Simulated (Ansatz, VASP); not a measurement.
# BiAs: VASP beside Ansatz

Wanted: the spread between two codes on one cell, functional and k mesh. The cell is generated by rule, not measured, and may not be a known phase. The cell is taken from a series of VASP runs on this material, whose earlier steps may have relaxed, scaled or displaced it; both programs get it as it stands. Valence electrons are named where the data sets of a main pair hold unlike numbers.

Calculated with Ansatz 0.2.0; plane waves, with VASP 6.6.1 beside it; band structure at PBE, spin-orbit coupling.

The structure was built from a prototype and need not be the compound's stable phase.

**1. The structure**

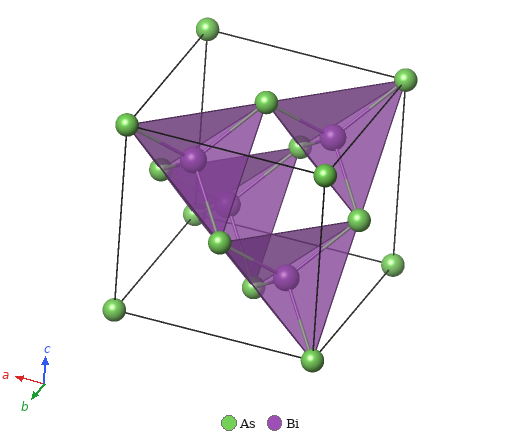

Start, viewed from a free direction; arsenic green, bismuth purple. This picture shows the conventional cell, with its axes. Bonds to atoms that aren't drawn are left out. Some periodic images of atoms are drawn too.

Coordinates:

```xyz
2
Lattice="0.0000 3.1177 3.1177 3.1177 0.0000 3.1177 3.1177 3.1177 0.0000" Properties=species:S:1:pos:R:3 pbc="T T T"
As    0.0000    0.0000    0.0000
Bi    1.5588    1.5588    1.5588
```

**2. VASP: band structure, PBE, spin-orbit coupling**

A single point gives forces, pressure and levels at one fixed geometry, so differences don't come from the geometry; what else differs is listed under the comparison.

Lines of VASP's logs that name or quote its potential files are left out, and so is its time.

INCAR

```
SYSTEM = BiAs
PREC = Accurate
ENCUT = 400
EDIFF = 1E-06
NELM = 100
ISMEAR = 0
SIGMA = 0.02
LREAL = .FALSE.
ALGO = Normal
GGA = PE
LNONCOLLINEAR = .TRUE.
MAGMOM = 0 0 0 0 0 0
NBANDS = 32
GGA_COMPAT = .FALSE.
LASPH = .TRUE.
LSORBIT = .TRUE.
LORBIT = 11
LWAVE = .FALSE.
LCHARG = .FALSE.
KPAR = 4
ISIF = 2
```

POSCAR

```
BiAs
1.0
    0.0000000000      3.1176900000      3.1176900000
    3.1176900000      0.0000000000      3.1176900000
    3.1176900000      3.1176900000      0.0000000000
As Bi
1 1
Direct
    0.0000000000      0.0000000000      0.0000000000
    0.2500000000      0.2500000000      0.2500000000
```

KPOINTS

```
Automatic mesh
0
Gamma
8 8 8
0 0 0
```

KPOINTS_OPT

```
Line mode
16
Line-mode
Reciprocal
  0.00000000   0.00000000   0.00000000 GAMMA
  0.50000000   0.00000000   0.50000000 X

  0.50000000   0.00000000   0.50000000 X
  0.50000000   0.25000000   0.75000000 W

  0.50000000   0.25000000   0.75000000 W
  0.37500000   0.37500000   0.75000000 K

  0.37500000   0.37500000   0.75000000 K
  0.00000000   0.00000000   0.00000000 GAMMA

  0.00000000   0.00000000   0.00000000 GAMMA
  0.50000000   0.50000000   0.50000000 L

  0.50000000   0.50000000   0.50000000 L
  0.62500000   0.25000000   0.62500000 U

  0.62500000   0.25000000   0.62500000 U
  0.50000000   0.25000000   0.75000000 W

  0.50000000   0.25000000   0.75000000 W
  0.50000000   0.50000000   0.50000000 L

  0.50000000   0.50000000   0.50000000 L
  0.37500000   0.37500000   0.75000000 K

  0.62500000   0.25000000   0.62500000 U
  0.50000000   0.00000000   0.50000000 X
```

The projector-augmented-wave data sets are As and Bi_d (PBE family, release 64).

Started as:

```console
$ mpirun -np 4 vasp_ncl
```

Numbers of over 12 decimals in the logs are rounded to 6 here.

The program printed:

```text
[banner, memory and clock lines left out]
running    4 mpi-ranks, on    1 nodes
 distrk:  each k-point on    1 cores,    4 groups
 distr:  one band on    1 cores,    1 groups

 POSCAR found type information on POSCAR AsBi
 POSCAR found :  2 types and       2 ions
 LDA part: xc-table for (Slater+PW92), standard interpolation
 POSCAR, INCAR and KPOINTS ok, starting setup
 FFT: planning ... GRIDC
 FFT: planning ... GRID_SOFT
 FFT: planning ... GRID
 WAVECAR not read
 entering main loop
       N       E                     dE             d eps       ncg     rms          rms(c)
DAV:   1     0.179381084996E+03    0.17938E+03   -0.85565E+03  2752   0.111E+03
DAV:   2     0.976524207107E+01   -0.16962E+03   -0.16409E+03  2848   0.339E+02
DAV:   3    -0.784114657589E+01   -0.17606E+02   -0.17310E+02  3424   0.123E+02
DAV:   4    -0.848805667502E+01   -0.64691E+00   -0.64431E+00  3216   0.261E+01
DAV:   5    -0.851810957797E+01   -0.30053E-01   -0.30051E-01  4008   0.523E+00    0.293E+00
DAV:   6    -0.836385646555E+01    0.15425E+00   -0.30648E-01  3424   0.292E+00    0.171E+00
DAV:   7    -0.835241885577E+01    0.11438E-01   -0.80761E-02  3240   0.136E+00    0.838E-01
DAV:   8    -0.835009944291E+01    0.23194E-02   -0.74708E-03  3808   0.789E-01    0.395E-01
DAV:   9    -0.835018740122E+01   -0.87958E-04   -0.82045E-04  3224   0.185E-01    0.728E-02
DAV:  10    -0.835015375540E+01    0.33646E-04   -0.29735E-04  3624   0.176E-01    0.261E-02
DAV:  11    -0.835017224788E+01   -0.18492E-04   -0.64943E-05  3440   0.458E-02    0.105E-02
DAV:  12    -0.835017642029E+01   -0.41724E-05   -0.18200E-05  3496   0.496E-02    0.558E-03
DAV:  13    -0.835017617173E+01    0.24856E-06   -0.15150E-06  2816   0.838E-03
   1 F= -.83501762E+01 E0= -.83500339E+01  d E =-.284446E-03  mag=    -0.0000     0.0000     0.0000
 Start KPOINTS_OPT (optional k-point list driver)
k-point batch [1-43\160]
       N       E                     dE             ncg
DAV:   1     0.199942275523E+03   -0.18725E+05     2752
DAV:   2    -0.701847238697E+04   -0.72184E+04     2840
DAV:   3    -0.775306319954E+04   -0.73459E+03     3512
DAV:   4    -0.777971408219E+04   -0.26651E+02     3456
DAV:   5    -0.778076929863E+04   -0.10552E+01     3936
DAV:   6    -0.778079474169E+04   -0.25443E-01     3880
DAV:   7    -0.778079527476E+04   -0.53307E-03     3912
DAV:   8    -0.778079528624E+04   -0.11474E-04     3608
DAV:   9    -0.778079528650E+04   -0.26291E-06     2272
[...]
k-point batch [130-160\160]
       N       E                     dE             ncg
DAV:   1     0.591608058502E+04   -0.16571E+05     1984
DAV:   2     0.695094352870E+03   -0.52210E+04     2008
DAV:   3     0.169972612969E+03   -0.52512E+03     2560
DAV:   4     0.151735329654E+03   -0.18237E+02     2440
DAV:   5     0.150962928695E+03   -0.77240E+00     2808
DAV:   6     0.150941229298E+03   -0.21699E-01     2744
DAV:   7     0.150940719455E+03   -0.50984E-03     2800
DAV:   8     0.150940709486E+03   -0.99689E-05     2624
DAV:   9     0.150940709313E+03   -0.17361E-06     1616
```

Parts of OUTCAR (step 2):

```text
ion  position               nearest neighbor table
   1  0.000  0.000  0.000-   2 2.70   2 2.70   2 2.70   2 2.70
   2  0.250  0.250  0.250-   1 2.70   1 2.70   1 2.70   1 2.70

  LATTYP: Found a face centered cubic cell.
 ALAT       =     6.2353800000

 Subroutine GETGRP returns: Found 24 space group operations
 (whereof 24 operations were pure point group operations)

The static configuration has the point symmetry T_d .

 Found     43 irreducible k-points:

   k-points           NKPTS =     43   k-points in BZ     NKDIM =     43   number of bands    NBANDS=     32

   dimension x,y,z NGX =    30 NGY =   30 NGZ =   30
   dimension x,y,z NGXF=    60 NGYF=   60 NGZF=   60

   ENCUT  =  400.0 eV  29.40 Ry    5.42 a.u.   7.19  7.19  7.19*2*pi/ulx,y,z

   NELECT =      20.0000    total number of electrons

 k-points in reciprocal lattice and weights: Automatic mesh
   0.00000000  0.00000000  0.00000000       0.002
   0.12500000  0.00000000  0.00000000       0.008
  -0.12500000  0.00000000  0.00000000       0.008
   0.25000000  0.00000000  0.00000000       0.008
  -0.25000000  0.00000000  0.00000000       0.008
   0.37500000  0.00000000  0.00000000       0.008
  -0.37500000  0.00000000  0.00000000       0.008
   0.50000000  0.00000000  0.00000000       0.008
   0.12500000  0.12500000  0.00000000       0.012
[...]
-0.37500000  0.50000000  0.12500000       0.023
  -0.25000000  0.50000000  0.25000000       0.012

 average (electrostatic) potential at core
       1 -49.4018       2-105.5114

 E-fermi :   5.4722

 k-point     1 :       0.0000    0.0000    0.0000
  band No.  band energies     occupation
    ...
     16       2.7465      1.00000
     17       3.8561      1.00000
     18       3.8561      1.00000
     19       3.8561      1.00000
     20       3.8561      1.00000
     21       5.5573      0.00000
     22       5.5573      0.00000
     23       6.8422      0.00000
     24       6.8422      0.00000
     25       6.8422      0.00000
    ...

 k-point     2 :       0.1250    0.0000    0.0000
  band No.  band energies     occupation
    ...
     16       2.6453      1.00000
     17       3.6323      1.00000
     18       3.6476      1.00000
     19       3.6792      1.00000
     20       3.6792      1.00000
     21       5.9724      0.00000
     22       5.9724      0.00000
     23       7.0304      0.00000
     24       7.0304      0.00000
     25       7.1371      0.00000
    ...

 k-point     3 :      -0.1250    0.0000    0.0000
  band No.  band energies     occupation
    ...
     16       2.6453      1.00000
     17       3.6323      1.00000
     18       3.6476      1.00000
     19       3.6792      1.00000
     20       3.6792      1.00000
     21       5.9724      0.00000
     22       5.9724      0.00000
     23       7.0304      0.00000
     24       7.0304      0.00000
     25       7.1371      0.00000
    ...

  Total        5.1628626      5.1628626      5.1628626      0.0000000      0.0000000      0.0000000
  in kB      136.4810531    136.4810531    136.4810531      0.0000000      0.0000000      0.0000000
  external PRESSURE =     136.4810531 kB  Pullay stress =       0.0000000 kB

  energy-cutoff  :      400.00
  volume of cell :       60.61
      direct lattice vectors                 reciprocal lattice vectors
     0.000000000  3.117690000  3.117690000    -0.160375150  0.160375150  0.160375150
     3.117690000  0.000000000  3.117690000     0.160375150 -0.160375150  0.160375150
     3.117690000  3.117690000  0.000000000     0.160375150  0.160375150 -0.160375150

 POSITION                                       TOTAL-FORCE (eV/Angst)
 -----------------------------------------------------------------------------------
      0.00000      0.00000      0.00000        -0.000000     -0.000000      0.000000
      1.55885      1.55885      1.55885         0.000000      0.000000     -0.000000
 -----------------------------------------------------------------------------------
    total drift:                               -0.000000     -0.000000     -0.000000

  FREE ENERGIE OF THE ION-ELECTRON SYSTEM (eV)
  ---------------------------------------------------
  free  energy   TOTEN  =        -8.3501761717 eV

  energy  without entropy=       -8.3498917253  energy(sigma->0) =       -8.35003395

 Spin-Orbit-Coupling matrix elements
 Ion:    1  E_soc:     -0.0374156
 Ion:    2  E_soc:     -1.5409151

 total charge
# of ion       s       p       d       tot
------------------------------------------
    1        1.316   1.454   0.036   2.806
    2        1.563   1.378   9.954  12.895
--------------------------------------------------
tot          2.879   2.832   9.990  15.702

 magnetization (x)
# of ion       s       p       d       tot
------------------------------------------
    1        0.000   0.000   0.000   0.000
    2       -0.000   0.000   0.000   0.000
--------------------------------------------------
tot          0.000   0.000   0.000   0.000

 magnetization (y)
# of ion       s       p       d       tot
------------------------------------------
    1        0.000   0.000   0.000   0.000
    2        0.000   0.000   0.000   0.000
--------------------------------------------------
tot          0.000   0.000   0.000   0.000

 magnetization (z)
# of ion       s       p       d       tot
------------------------------------------
    1        0.000  -0.000  -0.000  -0.000
    2        0.000  -0.000   0.000  -0.000
--------------------------------------------------
tot          0.000  -0.000  -0.000  -0.000

[... 3 further parts left out ...]
```

The k-mesh is coarse for a metal.

The run ends at a pressure of 13.65 GPa.

[end of part 1 of 2]

[Lines on the potential files, build, host, timing and source positions are cut from VASP's logs without a mark.]

[Logs are printed without paths, hosts, clocks, repeated set-up lines and the standing remarks that a program may print on its own settings, such as how far it seeks lower states.]

[Hosts, paths, dates, database ids (printed as entryN), source tags and the programs' standing remarks are cut or masked in the printed files.]
